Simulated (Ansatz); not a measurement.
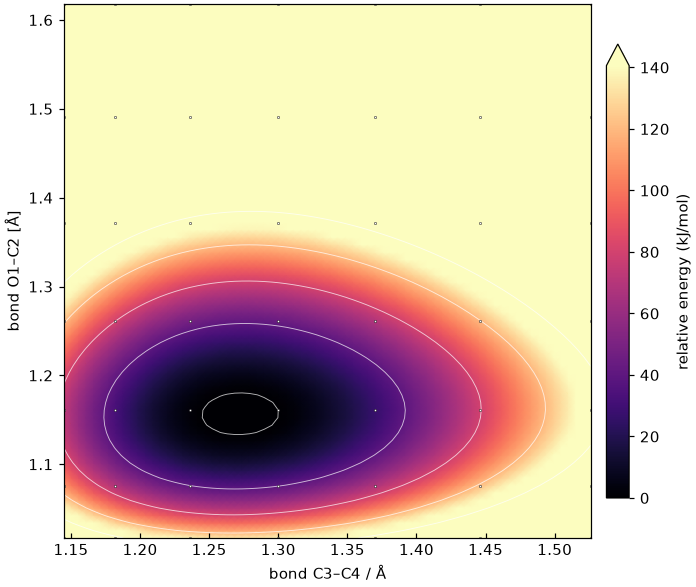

C₃O₂, SMILES O=C=C=C=O. 
- Two internal coordinates are moved rigidly from the geometry relaxed at PBE0-D4/def2-TZVP, all others fixed.
- First axis: bond C3–C4. Second axis: bond O1–C2.
- Grid: 7 × 7 points.
- Energies: kJ/mol, counted from the lowest grid point.
- Computed with RKS PBE0-D4/def2-TZVPP (Ansatz).

In the figure: a smooth colour map with a few white contour lines, dots at the grid points, one colour for all values above the top of the scale. Between grid points the surface is interpolated.

**Where is the minimum, and how stiff is the well along each coordinate?**

The interpolated minimum is at bond C3–C4 ≈ 1.272 Å, bond O1–C2 ≈ 1.155 Å. The curvatures there are about 77 eV/Å² and 105 eV/Å², with a cross term of about −3 eV/Å². Round the minimum the two coordinates are nearly uncoupled. (1 eV is 96.5 kJ/mol.)
